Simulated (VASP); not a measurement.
Data:

```xyz
2
Lattice="2.8361 0.0000 0.0000 0.0000 2.8361 0.0000 0.0000 0.0000 2.8361" Properties=species:S:1:pos:R:3 pbc="T T T"
Ga     1.4180     1.4180     1.4180
Co     0.0000     0.0000     0.0000
```

Computed with r2SCAN+rVV10, VASP's PBE PAW potentials (set 64) (plane waves; VASP). Run with 520 eV cut-off, 14×14×14 Γ-centred mesh, tetrahedra with Blöchl corrections, potentials Ga_d Co.

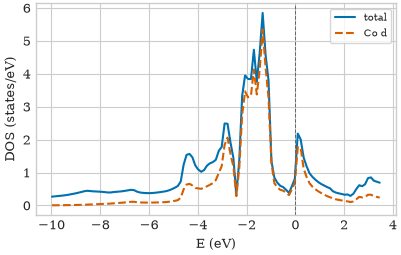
*Total and projected density of states, zero at the Fermi level*

Within 2 eV below the Fermi level the largest weight inside VASP's projection spheres is Co d.

It has no gap at this level: it comes out as a metal or semimetal.

The compound is CoGa in the CsCl type structure. It was relaxed first. The run is not spin-polarised, so no magnetic state was tried.
